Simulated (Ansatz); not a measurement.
**HSE06/cc-pVDZ run of C2H7NSi (SMILES C=C[SiH2]N)**

What is the electronic atomisation energy of C2H7NSi at HSE06/cc-pVDZ? 

Program for the calculation: Ansatz 0.2.0.

62 further runs of the same task are left out: 62 set aside as unsound or not needed.

## 1. The system as given

C2H7NSi: 11 atoms, total charge 0, spin state singlet. As SMILES, `C=C[SiH2]N`. Geometry: relaxed at PBE0-D4/def2-TZVP. This is one conformer, not always the lowest.

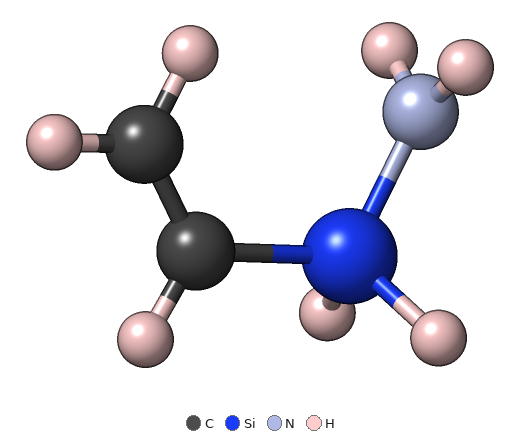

Viewed from a chosen angle; carbon dark grey, silicon blue, nitrogen light blue, hydrogen pink.

## 2. A single-point energy at HSE06/cc-pVDZ

molecule.yaml

```yaml
crystal:
  periodic: [false, false, false]
  atoms:
    - {symbol: C, position_ang: [-0.676100, 1.337000, -0.945000]}
    - {symbol: C, position_ang: [0.089300, 1.208600, 0.135100]}
    - {symbol: Si, position_ang: [0.596500, -0.444500, 0.832600]}
    - {symbol: "N", position_ang: [0.002900, -1.803700, -0.028600]}
    - {symbol: H, position_ang: [-0.967100, 2.304600, -1.344700]}
    - {symbol: H, position_ang: [-1.046800, 0.465600, -1.479100]}
    - {symbol: H, position_ang: [0.433000, 2.116700, 0.631600]}
    - {symbol: H, position_ang: [0.099500, -0.536600, 2.232600]}
    - {symbol: H, position_ang: [2.083200, -0.516700, 0.836000]}
    - {symbol: H, position_ang: [0.404900, -2.086000, -0.906300]}
    - {symbol: H, position_ang: [-0.953800, -2.102100, 0.056300]}
basis:
  gaussian:
    orbitals: cc-pVDZ
hamiltonian:
  xc: {name: HSE06}
accuracy: high
output: {orbitals: {seedname: orbitals}}
```

Run with:

```sh
$ ansatz run molecule.yaml --threads 1 --pin off --max-ram 3480MiB --events-out events.jsonl --progress --plain --runs-dir runs
```

Standard output:

```text
Warning: RAYON_NUM_THREADS=1 ignored (pool sized by the plan → 1); use --threads N
Functional definition: HSE06
  name "HSE06"
  parameter a = 0.25
  parameter omega = 0.11/bohr
  exchange = pbe_x - a*pbe_x_sr(omega) + a*exact_x_sr(omega)
  correlation = pbe_c
2292 factors; integrals over basis functions are off by at most 3.8e-9 eV
105 factors; integrals over basis functions are off by at most 1.2e-9 eV
mean field evaluation 1: about -11538.8194 eV, gradient 6.1e1 eV
mean field evaluation 2: about -11532.0762 eV, gradient 8.0e1 eV
mean field evaluation 4: about -11547.1847 eV, gradient 4.2e0 eV
mean field evaluation 8: about -11547.4455 eV, gradient 1.3e-1 eV
mean field evaluation 16: about -11547.4456 eV, gradient 5.7e-6 eV
mean field -11547.44559401 eV, -424.3607984400 hartree, gradient 9.4e-8 eV, S^2 0.000000; 0 other end points of the search recorded, 0 dependent functions left out
reference -11547.44559767 eV, -424.3607985746 hartree; 20, 20 occupied and 75, 75 virtual orbitals, 2292 factors
Total energy: -11547.44559767 eV, -424.3607985746 hartree
```

It took 9.3 s on 1 thread of Arm Neoverse V2, shared host; peak memory 0.35 GiB.

## 3. The C atom, same level

in.yaml

```yaml
basis:
  gaussian:
    orbitals: cc-pVDZ
crystal:
  periodic: [false, false, false]
  atoms:
    - symbol: C
      position_ang: [0.000000, 0.000000, 0.000000]
hamiltonian:
  xc: hse06
accuracy: high
magnetization:
  spin_polarized: true
  initial_magnetization: 2
```

Run the same way, it converges to -37.79669 Eh (log not shown).

## 4. The H atom, same level

run.yaml

```yaml
basis:
  gaussian:
    orbitals: cc-pVDZ
crystal:
  periodic: [false, false, false]
  atoms:
    - {symbol: H, position_ang: [0.000000, 0.000000, 0.000000]}
magnetization:
  spin_polarized: true
  initial_magnetization: 1
hamiltonian:
  xc: {name: HSE06}
accuracy: high
```

Run the same way, it converges to -0.50000 Eh (log not shown).

## 5. The N atom, same level

in.yaml

```yaml
crystal:
  periodic: [false, false, false]
  atoms:
    - {symbol: "N", position_ang: [0.000000, 0.000000, 0.000000]}
basis:
  gaussian:
    orbitals: cc-pVDZ
magnetization:
  spin_polarized: true
  initial_magnetization: 3
hamiltonian:
  xc: {name: HSE06}
accuracy: high
```

Run the same way, it converges to -54.52802 Eh (log not shown).

## 6. The Si atom at the same level

molecule.yaml

```yaml
crystal:
  periodic: [false, false, false]
  atoms:
    - {symbol: Si, position_ang: [0.000000, 0.000000, 0.000000]}
basis:
  gaussian:
    orbitals: cc-pVDZ
magnetization:
  spin_polarized: true
  initial_magnetization: 2
hamiltonian:
  xc: {name: HSE06}
accuracy: high
```

Run the same way, it converges to -289.24089 Eh (log not shown).

## 7. Summary of results

At HSE06/cc-pVDZ:

| quantity | value |
| --- | --- |
| molecule: total energy | -424.36080 Eh |
| molecule: HOMO energy | -6.67 eV |
| molecule: LUMO energy | -0.30 eV |
| molecule: HOMO–LUMO gap | 6.37 eV |
| C atom: total energy | -37.79669 Eh |
| C atom: ⟨S²⟩ | 2.003 |
| H atom: total energy | -0.50000 Eh |
| H atom: ⟨S²⟩ | 0.750 |
| N atom: total energy | -54.52802 Eh |
| N atom: ⟨S²⟩ | 3.752 |
| Si atom: total energy | -289.24089 Eh |
| Si atom: ⟨S²⟩ | 2.004 |
| electronic atomisation energy | 40.776 eV |

In words: Taking the molecule apart into free atoms costs 40.78 eV (940 kcal/mol), before zero-point energy and without spin-orbit coupling.
